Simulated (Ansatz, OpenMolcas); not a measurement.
**How methods differ on B2NH5 (SMILES BNB)**

B2NH5 has 8 atoms, charge 0, and is taken as a singlet. As SMILES, `BNB`. Geometry: relaxed at PBE0-D4/def2-TZVP.

```xyz
8

B    -0.8282    0.6549   -0.6933
N     0.2600    0.3777    0.1708
B     0.6952   -0.9109    0.5677
H    -1.4494   -0.2614   -1.1401
H    -1.0978    1.7912   -0.9541
H     0.7710    1.1695    0.5365
H     1.6316   -1.0142    1.3056
H     0.1097   -1.8641    0.1509
```

Quantity: the energy change with the B1–H5 bond stretched from 1.197 to 1.556 Å, in eV. The values are calculated.

```
                                                    level                    kind     program  value (eV)  less CCSD(T)/aug-cc-pVDZ  CPU time (all runs)
                              HF/aug-cc-pVDZ (restricted)            Hartree–Fock      Ansatz        0.93                     +0.11                7.6 s
                          revPBE/aug-cc-pVDZ (restricted)                     GGA  OpenMolcas        0.77                     -0.05                 98 s
                           M06-L/aug-cc-pVDZ (restricted)                meta-GGA  OpenMolcas        0.88                     +0.06              2.4 min
                            TPSS/aug-cc-pVDZ (restricted)                meta-GGA  OpenMolcas        0.84                     +0.02              2.4 min
                            PBE0/aug-cc-pVDZ (restricted)           global hybrid  OpenMolcas        0.85                     +0.03                 92 s
                         wB97M-V/aug-cc-pVDZ (restricted)  range-separated hybrid      Ansatz        0.88                     +0.06              2.2 min
                          B2PLYP/aug-cc-pVDZ (restricted)           double hybrid      Ansatz        0.88                     +0.06                 24 s
                         RPA@PBE/aug-cc-pVDZ (restricted)                     RPA      Ansatz        0.78                     -0.04                 30 s
CCSD(T)/aug-cc-pVDZ (Cholesky decomposition) (restricted)   coupled cluster or CI  OpenMolcas        0.82                      0.00              8.6 min
```

CCSD(T)/aug-cc-pVDZ (Cholesky decomposition) (restricted) is the highest level here, not the true value. The first shape isn't each level's own minimum. The values span 0.77 to 0.93 eV. Times are those of the runs behind each value, whatever else they computed, on shared processors of several kinds: orders of magnitude only.

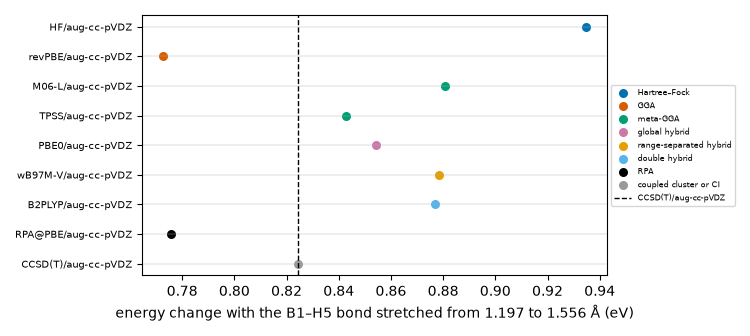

The values of the table, level by level.
